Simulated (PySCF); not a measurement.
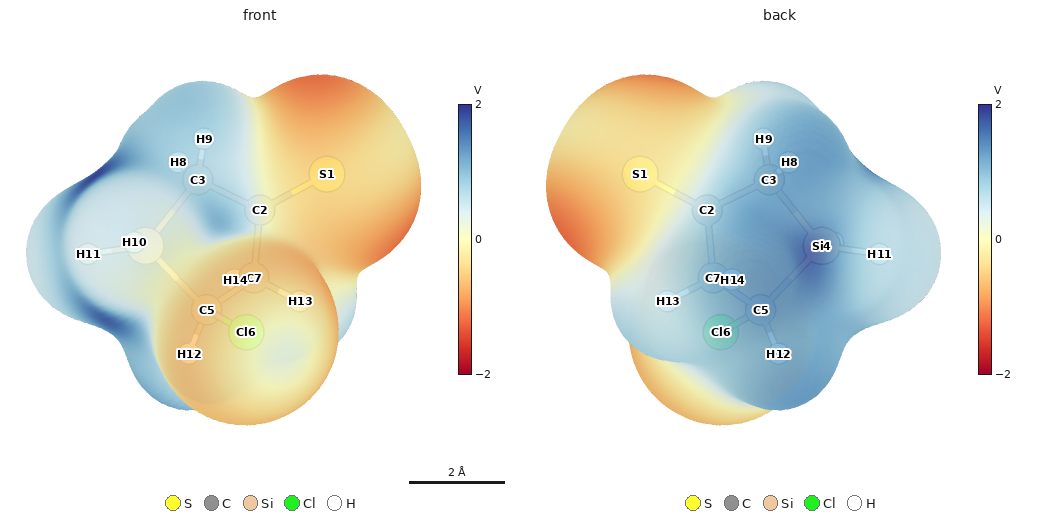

The picture shows: C4H7ClSSi. The molecular electrostatic potential painted on the density surface at 0.002 e/bohr³, seen from the front and from behind; the colour scale runs from red (negative) to blue (positive).

Geometry: GFN2-xTB.

Computed with CAM-B3LYP/def2-SVPD, SCF density, gas phase in PySCF 2.14.0.

```xyz
14

S    -2.7006   -0.2545    1.0101
C    -1.2921   -0.2387    0.2108
C    -0.3677   -1.4050    0.1469
Si    1.3911   -0.6566    0.0941
C     0.7113    1.1292   -0.1401
Cl    0.8327    1.9773    1.4412
C    -0.7621    0.9646   -0.5042
H    -0.5629   -1.9459   -0.7828
H    -0.5693   -2.1013    0.9585
H     2.1345   -0.7937    1.3379
H     2.1364   -1.0849   -1.0916
H     1.2284    1.7692   -0.8523
H    -1.3494    1.8531   -0.2676
H    -0.8311    0.7867   -1.5831
```

Where is the surface potential most negative and most positive?

The most negative region (about −1.1 V, or −25 kcal/mol for a unit charge) lies over S1, the most positive (about +1.8 V, or +42 kcal/mol for a unit charge) over Si4. Cl6 shows a σ-hole: about +0.2 V at the tip opposite its bond, against about −0.5 V, or −12 kcal/mol for a unit charge on its flanks.
